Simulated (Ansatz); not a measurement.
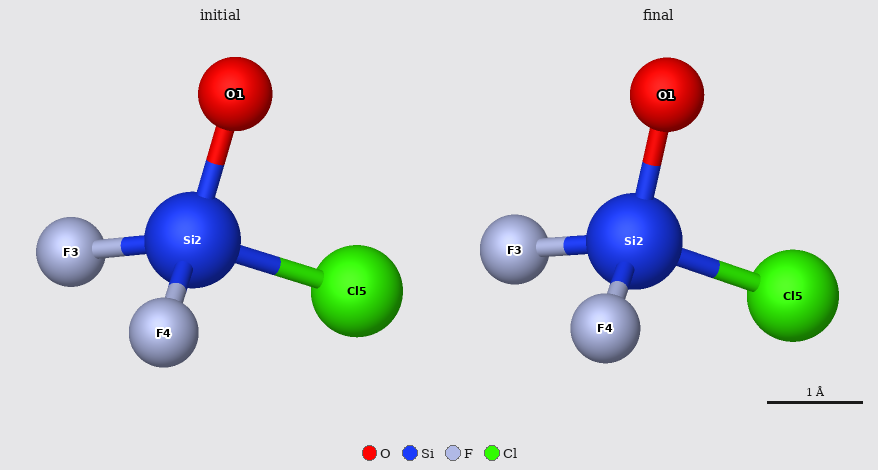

The structure of SiOClF2 (multiplicity 2) before (left) and after (right) a relaxation, at one scale.

The picture is a ball-and-stick view, seen at a tilt.

The start comes from PBE-D4/def2-SVP.

All numbers below come from UKS PBE0-D4/def2-TZVP (Ansatz).

Input file:
```yaml
crystal:
  periodic: [false, false, false]
  atoms:
    - {symbol: O, position_ang: [-0.224512, 0.112570, 1.624147]}
    - {symbol: Si, position_ang: [0.090399, -0.118269, 0.023290]}
    - {symbol: F, position_ang: [-0.370053, -1.541044, -0.578519]}
    - {symbol: F, position_ang: [1.630756, 0.062272, -0.416166]}
    - {symbol: Cl, position_ang: [-1.076690, 1.410771, -0.694052]}
basis:
  gaussian: {orbitals: def2-TZVP}
magnetization: {spin_polarized: true, initial_magnetization: 1}
hamiltonian: {xc: pbe0, dispersion: d4}
relax: {f_tol: 0.005, max_steps: 150}
```

**Summarise the run.**

The largest move after the best rigid fit is that of O1, 0.082 Å. By element the largest moves are O 0.082 Å, F 0.060 Å, Cl 0.058 Å, Si 0.037 Å. Near-neighbour distances that change, for instance: Si2–Cl5 2.053 → 2.005 Å, Si2–F3 1.612 → 1.569 Å, O1–Si2 1.648 → 1.641 Å. Bond angles that change, for instance: O1–Si2–Cl5 97.3° → 102.8°, O1–Si2–F3 115.6° → 112.2°. After 5 geometry steps the energy has fallen by 2.73 kcal/mol. Largest force component: 1.5 eV/Å at the start, 0.0045 eV/Å at the end. The run took of the order of 2.2 core-minutes on a shared host.
